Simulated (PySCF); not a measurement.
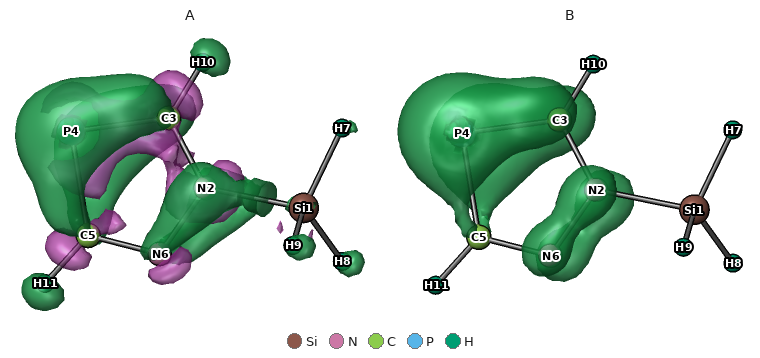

C2H5N2PSi, SMILES `[SiH3]n1cpcn1`. The Fukui function f⁻ from two separate SCF calculations and the density of the HOMO, at ±0.03 e/Å³ (green positive, purple negative).

Method: HF/6-311+G**; geometry: GFN2-xTB; program: PySCF. No frequency check shows the geometry to be a minimum. GFN2-xTB bond lengths at metals and heavier atoms can be off by up to 0.1 Å and shapes distorted, which carries into these values.

Geometry (Å), atoms numbered from 1:

```
Si1      2.2579    0.0934   -0.0002
N2       0.4950    0.0490    0.0004
C3      -0.4216    1.0386    0.0004
P4      -2.0380    0.4630   -0.0002
C5      -1.3149   -1.1489    0.0000
N6      -0.0147   -1.1793    0.0001
H7       2.5839    1.5187    0.0041
H8       2.6826   -0.5826   -1.2199
H9       2.6827   -0.5910    1.2157
H10     -0.0776    2.0569    0.0005
H11     -1.8548   -2.0798   -0.0004
```

Question: Which panel is which, and how good is the frozen-orbital picture?

Answer: A is f⁻ (it has negative regions), B the HOMO density. The HOMO lies on P4 (51 %), C3 (19 %) and N2 (9 %); f⁻ (Hirshfeld-condensed) is largest on P4 (0.40); the vertical ionisation energy is 7.86 eV (the stability of the cation's solution wasn't checked). Relaxation shifts 19 % of the electron between atoms. The orbital energy is −8.89 eV.

Run time: 42 s on 1 thread of Arm Neoverse V1 (shared host), peak memory 0.45 GiB.
